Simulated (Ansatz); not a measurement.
**Al7As7 zinc blende off sphere (Al7As7H20): single points with varied inputs**

How do the results and run time of Al7As7 zinc blende off sphere (Al7As7H20) respond when the settings are drawn wide?

The runs use Ansatz 0.2.0, Gaussian basis; the settings change from run to run.

## 1. The relaxed structure

The geometry comes from an earlier relaxation with PBE-D4/def2-SVP; it is a stationary point, not always the lowest conformer.

34 atoms, charge 0, spin multiplicity 1.

Atoms are counted from 1 here; the program's logs count them from 0.

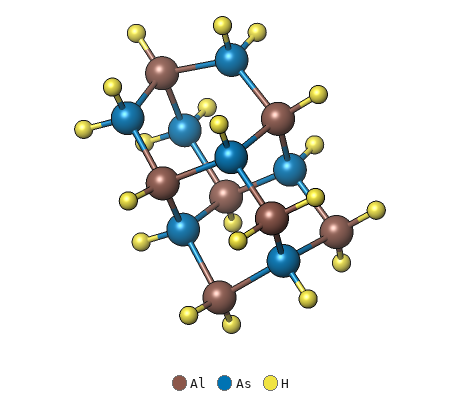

The geometry (aluminium brown, arsenic blue, hydrogen yellow).

## 2. r2SCAN/def2-mTZVP

Set apart from the defaults: multiplicity 3, restricted open-shell orbitals, atoms shaken by 0.03 Å, density fitting with def2-universal-jkfit, D3(BJ) dispersion, high accuracy.

in.yaml reads:

```yaml
crystal:
  periodic: [false, false, false]
  atoms:
    - {symbol: Al, position_ang: [0.784054, -3.808643, 0.727003]}
    - {symbol: Al, position_ang: [-2.311197, 2.289202, -2.344794]}
    - {symbol: Al, position_ang: [0.839896, -0.851006, -2.048328]}
    - {symbol: Al, position_ang: [-2.132855, -0.836692, 0.880772]}
    - {symbol: Al, position_ang: [0.741913, -0.714356, 3.791756]}
    - {symbol: Al, position_ang: [0.889932, 2.126202, 0.787376]}
    - {symbol: Al, position_ang: [3.746244, -0.768127, 0.783811]}
    - {symbol: As, position_ang: [-3.447439, 0.744083, -0.747532]}
    - {symbol: As, position_ang: [-0.623578, -2.088984, -0.614084]}
    - {symbol: As, position_ang: [2.019943, -2.044575, 2.092258]}
    - {symbol: As, position_ang: [-0.728373, 0.729918, -3.405141]}
    - {symbol: As, position_ang: [-0.654238, 3.401889, -0.717665]}
    - {symbol: As, position_ang: [2.153968, 0.655464, -0.633812]}
    - {symbol: As, position_ang: [-0.641265, 0.621231, 2.145708]}
    - {symbol: H, position_ang: [1.742154, -4.548740, -0.267426]}
    - {symbol: H, position_ang: [-0.327047, -4.516938, 1.622735]}
    - {symbol: H, position_ang: [-3.243723, 3.253989, -3.220834]}
    - {symbol: H, position_ang: [1.590296, -1.669510, -3.239018]}
    - {symbol: H, position_ang: [-3.299580, -1.640319, 1.593743]}
    - {symbol: H, position_ang: [-0.260377, -1.727380, 4.591836]}
    - {symbol: H, position_ang: [1.704386, 0.242789, 4.526253]}
    - {symbol: H, position_ang: [1.639930, 3.257669, 1.611408]}
    - {symbol: H, position_ang: [4.563515, -1.770867, -0.290622]}
    - {symbol: H, position_ang: [4.565076, 0.310176, 1.641062]}
    - {symbol: H, position_ang: [-4.452713, 0.001845, -1.531935]}
    - {symbol: H, position_ang: [-4.432611, 1.550864, 0.042181]}
    - {symbol: H, position_ang: [-1.591358, -2.895352, -1.581382]}
    - {symbol: H, position_ang: [2.908746, -2.918769, 2.870739]}
    - {symbol: H, position_ang: [-1.499007, -0.038009, -4.426944]}
    - {symbol: H, position_ang: [0.016075, 1.563131, -4.408452]}
    - {symbol: H, position_ang: [0.006896, 4.429657, -1.527785]}
    - {symbol: H, position_ang: [-1.522960, 4.469342, 0.026326]}
    - {symbol: H, position_ang: [2.911915, 1.526427, -1.501290]}
    - {symbol: H, position_ang: [-1.563535, 1.525132, 2.907307]}
basis:
  gaussian: {orbitals: def2-mTZVP, fitting: {mean_field: def2-universal-jkfit}}
magnetization: {spin_polarized: false, initial_magnetization: 2}
hamiltonian: {xc: {name: r2SCAN}, dispersion: d3bj}
accuracy: high
scf: {omitted_lower_state_checks: [starts]}
output: {forces: true}
```

Run with:

```sh
$ ansatz run in.yaml --threads 2 --pin off --events-out ev --progress --plain --max-ram 32768MiB --backend cuda --devices 0, --max-vram 18GiB
```

Standard output, shortened:

```text
Warning: the engine holds no damping parameters fitted to this dispersion correction and functional, so the run takes those fitted to r2scan beside the three-body term, which d3bj leaves out (hamiltonian.dispersion, under Limitations)
Functional definition: r2SCAN
  name "r2SCAN"
  cite "Furness, Kaplan, Ning, Perdew & Sun, J. Phys. Chem. Lett. 11, 8208 (2020) doi:10.1021/acs.jpclett.0c02405"
  cite "Furness, Kaplan, Ning, Perdew & Sun, J. Phys. Chem. Lett. 11, 9248 (2020) doi:10.1021/acs.jpclett.0c03077"
  parent r2scan
[...]
3118 factors; integrals over basis functions are off by at most 7.1e-1 eV
[...]
mean field -472391.44145874 eV, -17360.0652751892 hartree, gradient 1.6e-8 eV, S^2 2.000000; 0 other end points of the search recorded, 0 dependent functions left out
[...]
reference -472391.44146747 eV, -17360.0652755103 hartree; 172, 170 occupied and 294, 296 virtual orbitals, 3118 factors
Total energy: -472392.15384678 eV, -17360.0914549670 hartree
Atom 0 at     0.784054    -3.808643     0.727003 Å, force    -0.498114     0.561428     0.277677 eV/Å
Atom 1 at    -2.311197     2.289202    -2.344794 Å, force     0.477580     0.256736     0.515360 eV/Å
Atom 2 at     0.839896    -0.851006    -2.048328 Å, force     0.329131     0.269299    -0.874202 eV/Å
Atom 3 at    -2.132855    -0.836692     0.880772 Å, force    -0.094161     0.091437    -0.326021 eV/Å
Atom 4 at     0.741913    -0.714356     3.791756 Å, force    -1.018854    -0.200797    -0.180524 eV/Å
[...]
Atom 17 at     1.590296    -1.669510    -3.239018 Å, force    -0.159727     0.194329     0.438590 eV/Å
Atom 18 at    -3.299580    -1.640319     1.593743 Å, force     0.078262    -0.020546     0.063411 eV/Å
Atom 19 at    -0.260377    -1.727380     4.591836 Å, force     0.295820     0.098085    -0.282002 eV/Å
Atom 20 at     1.704386     0.242789     4.526253 Å, force     0.513457     0.376990     0.278043 eV/Å
Atom 21 at     1.639930     3.257669     1.611408 Å, force     0.080553    -0.126859     0.092972 eV/Å
Atom 22 at     4.563515    -1.770867    -0.290622 Å, force    -0.346233     0.214744     0.719884 eV/Å
Atom 23 at     4.565076     0.310176     1.641062 Å, force     0.062344    -0.089745     0.002795 eV/Å
Atom 24 at    -4.452713     0.001845    -1.531935 Å, force    -0.446957    -0.481526    -0.369206 eV/Å
Atom 25 at    -4.432611     1.550864     0.042181 Å, force    -0.155733     0.166040     0.273415 eV/Å
Atom 26 at    -1.591358    -2.895352    -1.581382 Å, force     0.178152     0.013900     0.148475 eV/Å
Atom 27 at     2.908746    -2.918769     2.870739 Å, force     1.050632    -0.823022     0.593625 eV/Å
Atom 28 at    -1.499007    -0.038009    -4.426944 Å, force    -0.270561    -0.436497    -0.589154 eV/Å
Atom 29 at     0.016075     1.563131    -4.408452 Å, force     0.326965     0.067515    -0.248691 eV/Å
Atom 30 at     0.006896     4.429657    -1.527785 Å, force     0.640250     0.591646    -0.528154 eV/Å
Atom 31 at    -1.522960     4.469342     0.026326 Å, force     0.203627    -0.179899     0.020004 eV/Å
Atom 32 at     2.911915     1.526427    -1.501290 Å, force     1.207163     0.994142    -0.985976 eV/Å
Atom 33 at    -1.563535     1.525132     2.907307 Å, force    -0.425213     0.476175     0.444454 eV/Å
Dipole moment:    -0.786078     0.658402    -0.700212 e Å
Checks for a lower state left out: starts
```

Run time: 40 s. Hardware: 1 × H100 (card shared with other runs) with 2 threads of AMD EPYC 7R13, shared host; peak host memory 2.2 GiB.

Largest force 2.034 eV/Å, dipole 5.96 D.

## 3. LC-wPBE/6-31G

Options: atoms shaken by 0.08 Å, a point charge of 1.00 e beside it.

in.yaml reads:

```yaml
crystal:
  periodic: [false, false, false]
  atoms:
    - {symbol: Al, position_ang: [0.801506, -3.818743, 0.607079]}
    - {symbol: Al, position_ang: [-2.337250, 2.302049, -2.152820]}
    - {symbol: Al, position_ang: [0.845400, -0.953346, -2.197759]}
    - {symbol: Al, position_ang: [-2.248136, -0.712644, 0.902261]}
    - {symbol: Al, position_ang: [0.845362, -0.766186, 3.858916]}
    - {symbol: Al, position_ang: [0.862196, 2.239641, 0.797169]}
    - {symbol: Al, position_ang: [3.682695, -0.615842, 0.765367]}
    - {symbol: As, position_ang: [-3.359169, 0.752598, -0.665919]}
    - {symbol: As, position_ang: [-0.590040, -2.108330, -0.686098]}
    - {symbol: As, position_ang: [1.989189, -2.071224, 2.108423]}
    - {symbol: As, position_ang: [-0.769347, 0.651352, -3.425030]}
    - {symbol: As, position_ang: [-0.694768, 3.501565, -0.601989]}
    - {symbol: As, position_ang: [2.122281, 0.716431, -0.707246]}
    - {symbol: As, position_ang: [-0.596625, 0.613617, 2.137350]}
    - {symbol: H, position_ang: [1.652330, -4.505578, -0.241934]}
    - {symbol: H, position_ang: [-0.276332, -4.598322, 1.599909]}
    - {symbol: H, position_ang: [-3.123689, 3.297732, -3.301499]}
    - {symbol: H, position_ang: [1.676737, -1.627746, -3.234115]}
    - {symbol: H, position_ang: [-3.336692, -1.576970, 1.650814]}
    - {symbol: H, position_ang: [-0.337463, -1.501532, 4.437857]}
    - {symbol: H, position_ang: [1.705942, 0.210457, 4.472916]}
    - {symbol: H, position_ang: [1.626754, 3.289586, 1.437647]}
    - {symbol: H, position_ang: [4.586587, -1.662629, -0.270663]}
    - {symbol: H, position_ang: [4.638068, 0.194482, 1.711242]}
    - {symbol: H, position_ang: [-4.518387, 0.045963, -1.505941]}
    - {symbol: H, position_ang: [-4.554208, 1.621304, -0.145510]}
    - {symbol: H, position_ang: [-1.533071, -2.942135, -1.702328]}
    - {symbol: H, position_ang: [2.895444, -2.962957, 2.925121]}
    - {symbol: H, position_ang: [-1.520293, -0.053058, -4.340175]}
    - {symbol: H, position_ang: [0.056564, 1.712322, -4.457128]}
    - {symbol: H, position_ang: [0.013284, 4.394788, -1.796649]}
    - {symbol: H, position_ang: [-1.613063, 4.388756, -0.039677]}
    - {symbol: H, position_ang: [2.884218, 1.568868, -1.578308]}
    - {symbol: H, position_ang: [-1.757048, 1.597234, 2.829769]}
basis:
  gaussian: {orbitals: 6-31G, point_charges: [{charge: 1.00, position_ang: [9.416, 0.281, 0.679]}]}
hamiltonian: {xc: {name: LC-wPBE}}
scf: {omitted_lower_state_checks: [starts]}
```

Launched as before.

Standard output, shortened:

```text
Functional definition: LC-wPBE
  name "LC-wPBE"
  cite "Vydrov & Scuseria, J. Chem. Phys. 125, 234109 (2006) doi:10.1063/1.2409292"
  cite "Heyd & Scuseria, J. Chem. Phys. 120, 7274 (2004) doi:10.1063/1.1668634"
  cite "Ernzerhof & Perdew, J. Chem. Phys. 109, 3313 (1998) doi:10.1063/1.476928"
  cite "Perdew, Burke & Ernzerhof, Phys. Rev. Lett. 77, 3865 (1996) doi:10.1103/PhysRevLett.77.3865"
  parent pbe
[...]
4523 factors; their error is unknown
1349 factors; integrals over basis functions are off by at most 1.2e-5 eV
[...]
mean field -472249.92187444 eV, -17354.8645263917 hartree, gradient 6.0e-5 eV, S^2 0.000000; 0 other end points of the search recorded, 0 dependent functions left out
reference -472249.92187446 eV, -17354.8645263924 hartree; 171, 171 occupied and 163, 163 virtual orbitals, 4523 factors
Total energy: -472249.92187446 eV, -17354.8645263924 hartree
Checks for a lower state left out: starts
```

Wall time 17 s (1 × H100 (card shared with other runs) with 2 threads of AMD EPYC 7R13, shared host); peak host memory 1.1 GiB.

## 4. PBE0/pcseg-2

Set apart from the defaults: density fitting with def2-universal-jkfit, D3(BJ) with three-body dispersion, the search for lower states set to off.

in.yaml reads:

```yaml
crystal:
  periodic: [false, false, false]
  atoms:
    - {symbol: Al, position_ang: [0.760546, -3.777892, 0.758879]}
    - {symbol: Al, position_ang: [-2.312744, 2.315374, -2.310731]}
    - {symbol: Al, position_ang: [0.826347, -0.834490, -2.136361]}
    - {symbol: Al, position_ang: [-2.140624, -0.831943, 0.833037]}
    - {symbol: Al, position_ang: [0.763302, -0.765871, 3.774575]}
    - {symbol: Al, position_ang: [0.830892, 2.133714, 0.833691]}
    - {symbol: Al, position_ang: [3.776176, -0.760717, 0.757905]}
    - {symbol: As, position_ang: [-3.411893, 0.736410, -0.728048]}
    - {symbol: As, position_ang: [-0.633528, -2.124634, -0.626930]}
    - {symbol: As, position_ang: [2.036554, -2.037298, 2.031276]}
    - {symbol: As, position_ang: [-0.732240, 0.734162, -3.409918]}
    - {symbol: As, position_ang: [-0.727773, 3.411420, -0.731654]}
    - {symbol: As, position_ang: [2.119518, 0.626622, -0.630369]}
    - {symbol: As, position_ang: [-0.629633, 0.625143, 2.124431]}
    - {symbol: H, position_ang: [1.696520, -4.535816, -0.302315]}
    - {symbol: H, position_ang: [-0.293718, -4.539025, 1.700002]}
    - {symbol: H, position_ang: [-3.234527, 3.238580, -3.232272]}
    - {symbol: H, position_ang: [1.618567, -1.629182, -3.270111]}
    - {symbol: H, position_ang: [-3.276050, -1.623653, 1.626056]}
    - {symbol: H, position_ang: [-0.292410, -1.706267, 4.534594]}
    - {symbol: H, position_ang: [1.701826, 0.292176, 4.533664]}
    - {symbol: H, position_ang: [1.625751, 3.265518, 1.628504]}
    - {symbol: H, position_ang: [4.537707, -1.697773, -0.299609]}
    - {symbol: H, position_ang: [4.533100, 0.297971, 1.697444]}
    - {symbol: H, position_ang: [-4.428362, -0.035866, -1.564747]}
    - {symbol: H, position_ang: [-4.415046, 1.580532, 0.053505]}
    - {symbol: H, position_ang: [-1.556505, -2.919621, -1.549267]}
    - {symbol: H, position_ang: [2.920769, -2.921210, 2.913818]}
    - {symbol: H, position_ang: [-1.568701, -0.035894, -4.428282]}
    - {symbol: H, position_ang: [0.051838, 1.578630, -4.410801]}
    - {symbol: H, position_ang: [0.056283, 4.411831, -1.576715]}
    - {symbol: H, position_ang: [-1.561722, 4.430330, 0.040419]}
    - {symbol: H, position_ang: [2.910335, 1.550901, -1.555119]}
    - {symbol: H, position_ang: [-1.550576, 1.547800, 2.921431]}
basis:
  gaussian: {orbitals: pcseg-2, fitting: {mean_field: def2-universal-jkfit}}
hamiltonian: {xc: {name: PBE0}, dispersion: d3bjatm}
scf: {lower_state_search: off}
```

The command is unchanged.

Standard output, shortened:

```text
Functional definition: PBE0
  name "PBE0"
  cite "Adamo & Barone, J. Chem. Phys. 110, 6158 (1999) doi:10.1063/1.478522"
  cite "Perdew, Burke & Ernzerhof, Phys. Rev. Lett. 77, 3865 (1996) doi:10.1103/PhysRevLett.77.3865"
  parent pbe
[...]
3118 factors; integrals over basis functions are off by at most 1.3e0 eV
[...]
mean field -472339.32118231 eV, -17358.1498903589 hartree, gradient 4.9e-6 eV, S^2 0.000000; 0 other end points of the search recorded, 0 dependent functions left out
reference -472339.32127034 eV, -17358.1498935940 hartree; 171, 171 occupied and 648, 648 virtual orbitals, 3118 factors
Total energy: -472341.35823552 eV, -17358.2247506835 hartree
Checks for a lower state left out: stability, starts, cluster_reference, orbital_swaps, neighbouring_geometries, increment
```

Wall time 19 s (1 × H100 (card shared with other runs) with 2 threads of AMD EPYC 7R13, shared host); peak host memory 1.2 GiB.

## 5. RPA/def2-SVP

This run has density fitting with def2-universal-jkfit.

in.yaml: that of step 4 with these lines changed.

```diff
@@ -38,4 +38,4 @@
 basis:
-  gaussian: {orbitals: pcseg-2, fitting: {mean_field: def2-universal-jkfit}}
-hamiltonian: {xc: {name: PBE0}, dispersion: d3bjatm}
-scf: {lower_state_search: off}
+  gaussian: {orbitals: def2-SVP, fitting: {mean_field: def2-universal-jkfit}}
+hamiltonian: {xc: {name: PBE}}
+correlation: {method: rpa}
```

Same command.

Standard output, shortened:

```text
Functional definition: PBE
  name "PBE"
  cite "Perdew, Burke & Ernzerhof, Phys. Rev. Lett. 77, 3865 (1996) doi:10.1103/PhysRevLett.77.3865"
  parent pbe
[...]
3118 factors; integrals over basis functions are off by at most 3.7e-1 eV
[...]
mean field -472244.40906241 eV, -17354.6619342864 hartree, gradient 4.1e-6 eV, S^2 0.000000; 0 other end points of the search recorded, 0 dependent functions left out
98 core orbitals not correlated: weight in the atoms' cores, before any rotation towards them, 1.000 or more for the frozen orbitals, at most 0.000 for the correlated occupied ones
reference -471902.90089614 eV, -17342.1117406585 hartree; 73, 73 occupied and 279, 279 virtual orbitals, 3118 factors
Total energy: -471998.32335580 eV, -17345.6184513714 hartree
```

Wall time 19 s (1 × H100 (card shared with other runs) with 2 threads of AMD EPYC 7R13, shared host); peak host memory 2.5 GiB.

## 6. All runs side by side

```csv
level,charge,multiplicity,geometry,functions,energy (eV),time
r2SCAN/def2-mTZVP,0,3,shaken,466,-472392.154,40 s
LC-wPBE/6-31G,0,1,"shaken, point charge",334,-472249.922,17 s
PBE0/pcseg-2,0,1,relaxed,819,-472341.358,19 s
RPA/def2-SVP,0,1,relaxed,450,-471998.323,19 s
```

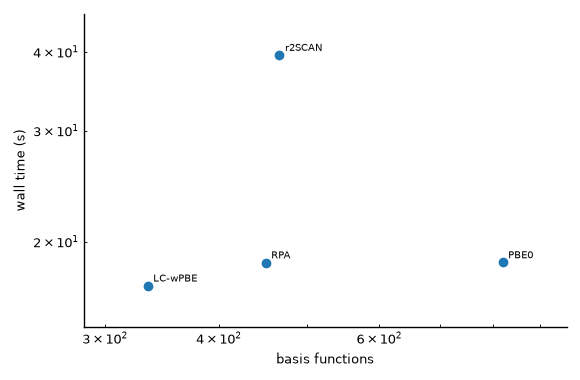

Wall time against the number of basis functions (shared host).

## 7. Outcome

| quantity | value |
| --- | --- |
| runs | 4 |
| quickest | LC-wPBE/6-31G, 17 s |
| slowest | r2SCAN/def2-mTZVP, 40 s |
| spread of total energies, same state and geometry | 343.0 eV |

**Reading.** r2SCAN/def2-mTZVP took 2 times as long as LC-wPBE/6-31G. The jobs differ in tasks and options as well as level. Total energies at one charge and spin differ by 343 eV between levels, so only differences within one level mean anything.
